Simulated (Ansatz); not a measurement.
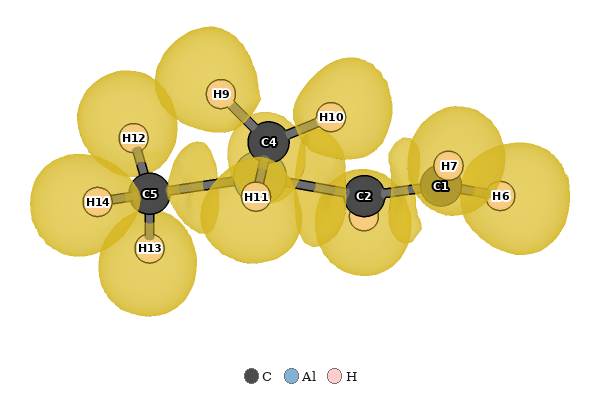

Figure 1: C$_{4}$H$_{9}$Al (SMILES C=[CH][Al]([CH3])[CH3]). Isosurface of the ELF at 0.85 (yellow), seen from one side. Only the valence region is drawn (cores and ρ < 0.01 e/Å³ removed).

Geometry: PBE0-D4/def2-TZVP.

All numbers below come from Ansatz 0.2.0, RKS PBE0-D4/def2-TZVPP.

Input

```
crystal:
  periodic: [false, false, false]
  atoms:
    - {symbol: C, position_ang: [-2.497569, -0.026597, -0.292015]}
    - {symbol: C, position_ang: [-1.363301, 0.297544, -0.918994]}
    - {symbol: Al, position_ang: [0.377761, 0.052134, -0.075902]}
    - {symbol: C, position_ang: [0.452776, -0.686133, 1.734033]}
    - {symbol: C, position_ang: [2.005156, 0.542801, -1.042791]}
    - {symbol: H, position_ang: [-3.482604, 0.106385, -0.737321]}
    - {symbol: H, position_ang: [-2.498054, -0.445964, 0.712303]}
    - {symbol: H, position_ang: [-1.473018, 0.712807, -1.922485]}
    - {symbol: H, position_ang: [1.278479, -1.396963, 1.839984]}
    - {symbol: H, position_ang: [-0.466569, -1.191847, 2.040004]}
    - {symbol: H, position_ang: [0.639170, 0.112070, 2.462356]}
    - {symbol: H, position_ang: [2.269230, -0.241715, -1.762367]}
    - {symbol: H, position_ang: [1.876866, 1.461696, -1.623023]}
    - {symbol: H, position_ang: [2.868477, 0.674484, -0.385184]}
basis:
  gaussian: {orbitals: def2-TZVPP}
hamiltonian: {xc: pbe0, dispersion: d4}
output: {orbitals: {seedname: orbitals}}
```

Run with:

```sh
ansatz run in.yaml --threads 4 --pin off --events-out ev --progress --plain --max-ram 10444MiB
```

### What do the ELF domains correspond to?

At this value the surface marks out three regions between bonded Al–C atoms (shared pairs), one region between bonded C–C atoms (shared pairs) and nine regions around hydrogen nuclei. Profiles from the grid: C–C (1.34 Å): the ELF peaks at about 0.90 between the atoms; a multiple bond. C–Al (1.95 Å): the ELF peaks at about 0.95 between the atoms, as expected for a shared but strongly polarised pair.
